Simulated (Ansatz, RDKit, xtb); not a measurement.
# C3H8AlNO: ranking a sample of isomers

Which of a sample of isomers of C3H8AlNO is the most stable in the gas at 298.15 K, and what are its properties? The sample is small against all isomers, and the most stable one of this formula need not be in it.

The funnel: GFN2-xTB relaxations, single points with a density functional, relaxations at PBE0-D3(BJ)/def2-SVP, harmonic vibrations (at GFN2-xTB), and a last energy at a higher level. All values are calculated.

### 1 Possible bonding patterns

Isomers were taken from a list of plausible structures; this is a sample, not all of them. That gives 4 candidates.

| label | SMILES | spin |
| --- | --- | --- |
| c417 | C#[C][Al@H-]([NH3+])[O]C | singlet |
| c428 | C[O+]1CN=[CH][AlH2-]1 | singlet |
| c647 | C[O+]([AlH3-])CC#N | singlet |
| c843 | OCCC#[N+][AlH3-] | singlet |

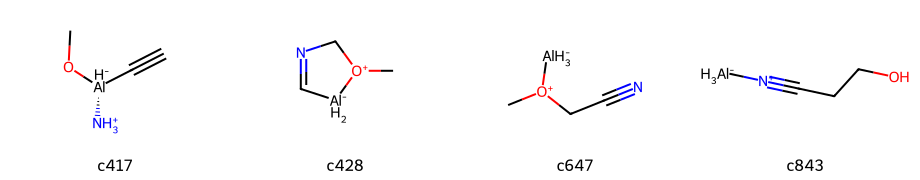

Structural formulas of the candidates.

Candidates are built by distance geometry, with a force field where one applies, in up to four conformers (letters a to d).

Q: Predict the outcome of this search (final energies at CCSD(T)/def2-SVP + MP2/def2-TZVPP - MP2/def2-SVP).

| quantity | value |
| --- | --- |
| lowest structure found | C#[C][Al@H-]([NH3+])[O]C, singlet |
| next finalist | OCCC#[N+][AlH3-], singlet, 34.6 kcal/mol higher in G |
| share at equilibrium, among the finalists | 100.0 % |

The lowest structure found is `C#[C][Al@H-]([NH3+])[O]C`. The margin of 34.6 kcal/mol over the next finalist is beyond the usual error of the last level; it says nothing of structures that weren't ranked. GFN2-xTB, r2SCAN-D4/def2-SVP, PBE0-D3(BJ)/def2-SVP, HF/def2-SVP and MP2/def2-SVP already put its bonding pattern lowest among the structures in one piece; HF/STO-3G favours the singlet C[O+]1CN=[CH][AlH2-]1. The search is not exhaustive (a finite list of starts, one conformer a finalist), so a lower isomer can't be ruled out. Only 4 drawn patterns were tried, so whole families of isomers are missing, and the result ranks this sample alone.
